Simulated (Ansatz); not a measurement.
# CH5NSi2: a ladder of functionals and wavefunction methods

Aim: compute CH5NSi2 with functionals from several rungs and with coupled cluster. The yardstick is the atomisation energy at the CCSD(T) limit.

The runs use Ansatz 0.2.0, Gaussian basis; functionals in def2-TZVPP, the program's frozen cores in correlated methods.

The runs, in order: LDA (SPW92), PBE-D4, revPBE-D4, BLYP-D4, r2SCAN-D4, B97M-V, PBE0-D4, B3LYP-D4, r2SCANh-D4, r2SCAN0-D4, HSE06-D4, BHLYP-D4, CAM-B3LYP-D4, LC-ωPBE, ωB97X-V, ωB97M-V, B2PLYP, PBE-QIDH; CCSD(T)/def2-SVP; CCSD(T)/def2-TZVPP; MP2/def2-QZVPP; extrapolation to the limit; RPA on PBE.

## (1) Structure used throughout

The geometry comes from an earlier relaxation with PBE0-D4 in a triple-zeta def2 set; it is a stationary point, not always the lowest conformer.

SMILES `[SiH3][SiH]1C=N1`, 9 atoms, charge 0, spin multiplicity 1.

Atoms are counted from 1 here; the program's logs count them from 0.

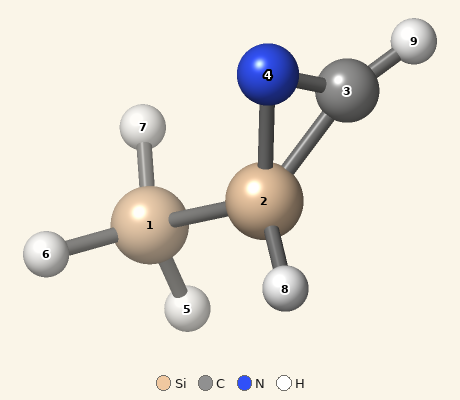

The structure; silicon light orange, carbon grey, nitrogen blue, hydrogen white; atoms are numbered from 1 in the order of the file.

Coordinates:

```mol
CH5NSi2
  3D, bonds by distance, orders not assigned

  9  9  0  0  0  0  0  0  0  0999 V2000
   -0.9832    0.9026   -0.8983 Si  0  0
   -0.0484   -0.7713    0.4115 Si  0  0
    1.6934   -0.7671    0.8376 C   0  0
    1.0241   -0.2631    1.7880 N   0  0
   -1.2763    0.3793   -2.2594 H   0  0
   -2.2516    1.3982   -0.3012 H   0  0
   -0.0053    2.0165   -0.9924 H   0  0
   -0.8323   -2.0073    0.6463 H   0  0
    2.7680   -0.9339    0.7507 H   0  0
  1  2  8  0
  2  3  8  0
  3  4  8  0
  1  5  8  0
  1  6  8  0
  1  7  8  0
  2  8  8  0
  3  9  8  0
  2  4  8  0
M  END
```

## (2) LDA

This LDA is Slater exchange with PW92 correlation.

Input file in.yaml:

```yaml
crystal:
  periodic: [false, false, false]
  atoms:
    - {symbol: Si, position_ang: [-0.983221, 0.902574, -0.898317]}
    - {symbol: Si, position_ang: [-0.048388, -0.771318, 0.411472]}
    - {symbol: C, position_ang: [1.693442, -0.767086, 0.837601]}
    - {symbol: N, position_ang: [1.024147, -0.263145, 1.787992]}
    - {symbol: H, position_ang: [-1.276343, 0.379275, -2.259380]}
    - {symbol: H, position_ang: [-2.251578, 1.398155, -0.301174]}
    - {symbol: H, position_ang: [-0.005289, 2.016508, -0.992391]}
    - {symbol: H, position_ang: [-0.832260, -2.007322, 0.646322]}
    - {symbol: H, position_ang: [2.767991, -0.933941, 0.750673]}
basis:
  gaussian: {orbitals: def2-TZVPP}
hamiltonian: {xc: lda}
output: {orbitals: {seedname: orbitals}}
```

Started as:

```
$ ansatz run in.yaml --threads 2 --pin off --events-out ev --progress --plain --max-ram 4352MiB
```

After this run come: PBE-D4 (GGA); revPBE-D4 (GGA); BLYP-D4 (GGA); r2SCAN-D4 (meta-GGA); B97M-V (meta-GGA); B3LYP-D4 (hybrid); r2SCANh-D4 (hybrid); r2SCAN0-D4 (hybrid); HSE06-D4 (hybrid); BHLYP-D4 (hybrid); CAM-B3LYP-D4 (range-separated); LC-ωPBE (range-separated); ωB97X-V (range-separated); ωB97M-V (range-separated); B2PLYP (double hybrid); PBE-QIDH (double hybrid); CCSD(T) in def2-SVP; CCSD(T) in def2-TZVPP; MP2 in def2-QZVPP; RPA on PBE orbitals.

Q: Predict the results of all the runs planned. Wanted: atomisation energy, CCSD(T)/CBS; farthest beyond LDA; mean size of error, GGA; mean size of error, meta-GGA; mean size of error, hybrid; mean size of error, range-separated; mean size of error, double hybrid; gap, smallest and largest; T1 diagnostic.

As calculated:

```
                               quantity                                                                              value
        atomisation energy, CCSD(T)/CBS                                                                          30.879 eV
    functionals within 0.154 eV (0.5 %)  revPBE-D4, BLYP-D4, r2SCAN-D4, PBE0-D4, B3LYP-D4, HSE06-D4, CAM-B3LYP-D4, ωB97M-V
                    farthest beyond LDA                                                               BHLYP-D4 (-0.907 eV)
                mean size of error, GGA                                                                           0.260 eV
           mean size of error, meta-GGA                                                                           0.169 eV
             mean size of error, hybrid                                                                           0.291 eV
    mean size of error, range-separated                                                                           0.187 eV
      mean size of error, double hybrid                                                                           0.368 eV
              gap, smallest and largest                                          3.37 eV (LDA (SPW92)), 10.41 eV (LC-ωPBE)
                          T1 diagnostic                                                                             0.0168
triples share of the correlation energy                                                                              4.6 %
```

The LDA atomisation energy is off by 4.349 eV (14 %): it overbinds. PBE-D4 misses by +0.612 eV. Double hybrids carry the basis error of their MP2 part in triple zeta, and no dispersion term here, so their miss is partly the set-up's. Taken by rung, meta-GGA functionals do best (0.169 eV on average) and double hybrid ones worst beyond LDA (0.368 eV). The gap between the best rungs is small, so their order is not settled. Misses under about 0.154 eV are within the doubt on the reference itself, which lacks core-valence correlation, relativity and higher excitations. Hartree-Fock recovers 69 % of the binding; the rest is correlation. CCSD(T) in def2-SVP is off by -2.301 eV, worse than the median functional, from the basis alone. The gap grows from 3.4 to 10.4 eV across the functionals, mostly with the share of exact exchange.
